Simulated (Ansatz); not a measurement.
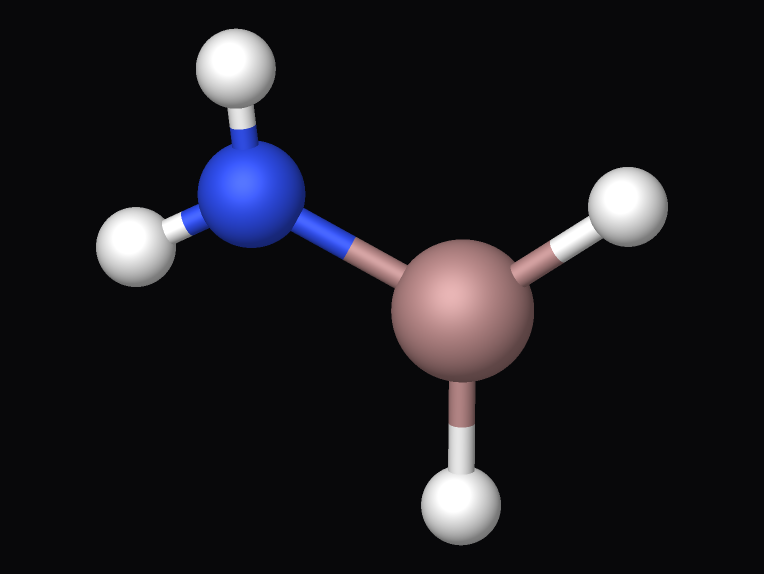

The picture shows a molecular structure as a ball-and-stick model. Every bond is drawn as one stick, whatever its order. Colours: gallium pink, hydrogen white, nitrogen blue.

**What is the molecular formula?**

GaH4N, 6 atoms: 1 gallium, 4 hydrogen and 1 nitrogen.

**Count the bonded pairs by element.**

2 Ga–H, 2 N–H, 1 Ga–N. Sticks follow a distance rule.

**Which point group does it belong to?**

C2v.

**How many atoms are distinct by symmetry?**

4: 1 Ga, 2 H, 1 N, 2 H.

More results for the same structure follow; atom numbers are the same in all pictures, views and colours differ. The computed structure is the end point of a PBE0-D4/def2-TZVP optimisation.

## Vibrations

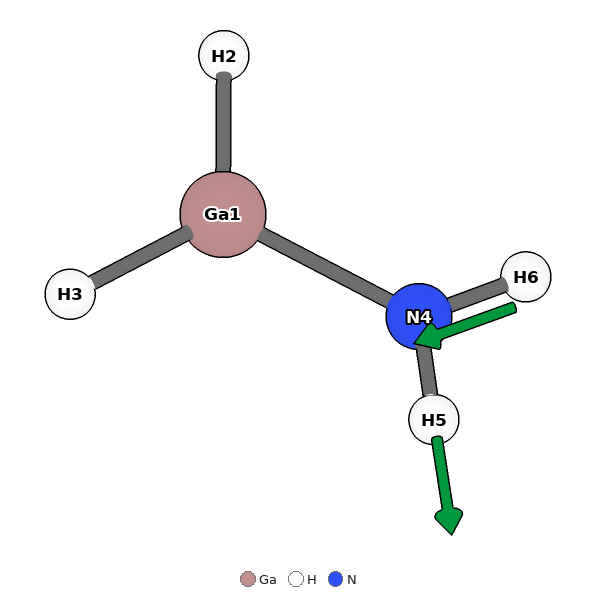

The arrows show one normal mode. Harmonic vibrations computed with RKS PBE0-D4/def2-TZVP (Ansatz 0.2.0) at a stationary point of the same level.

**Describe the motion.**

Mostly out-of-phase stretching of 2 N–H bonds.

**At what wavenumber does it lie?**

3722 cm⁻¹; it is mode 12 of 12 counted from the lowest.

## Dipole moment

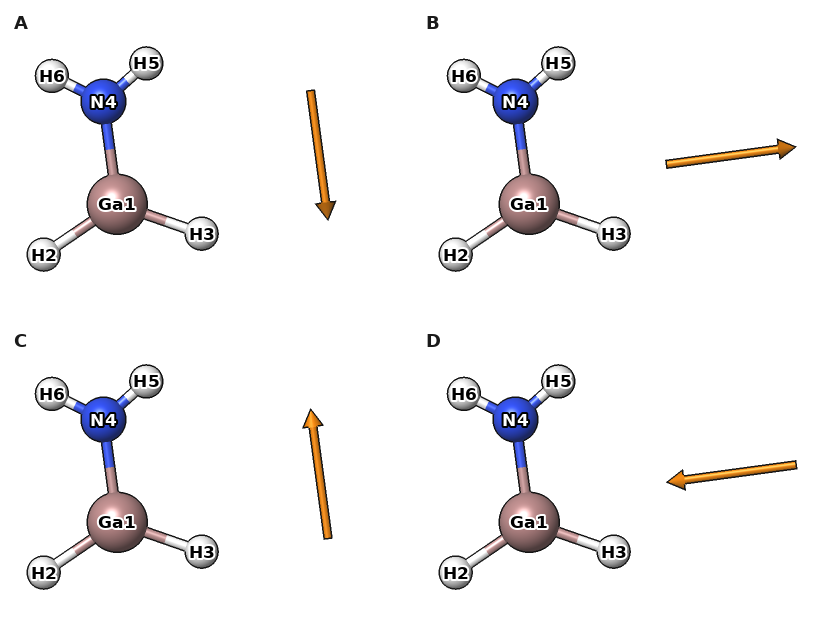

The same molecule four times, each with an arrow. Properties computed with RKS PBE0-D4/def2-TZVP (Ansatz 0.2.0).

**Which arrow points along the dipole moment, from the negative to the positive end?**

C. The dipole moment is 1.00 D; it points from the side of H2, H3 to the side of H5, H6 (the outermost atoms at the two ends).

## Charges

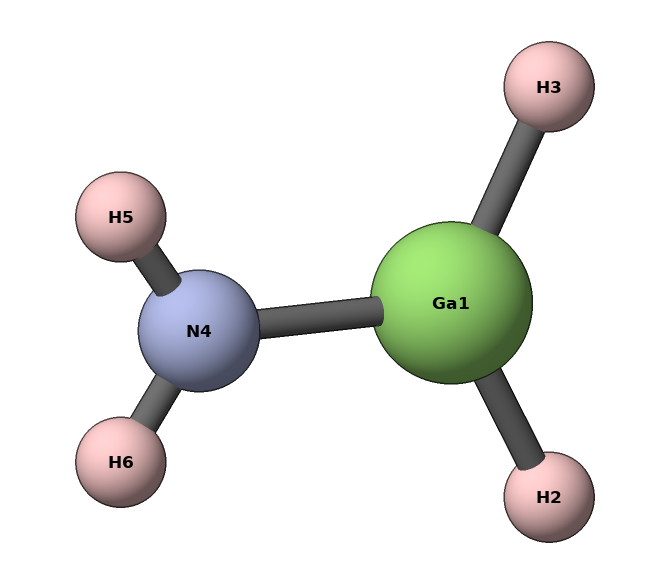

The questions are on Mulliken charges. Method: RKS PBE0-D4/def2-TZVP (Ansatz 0.2.0).

**Which atom carries the highest charge (most positive or least negative)?**

Ga1 (0.32 e).

**And the lowest?**

N4 (−0.64 e).

List the Mulliken charges.

```csv
atom,value (e)
Ga1,0.32
H2,−0.08
H3,−0.08
N4,−0.64
H5,0.24
H6,0.24
```

Mulliken values depend strongly on the basis set and can even reverse the polarity of a bond.
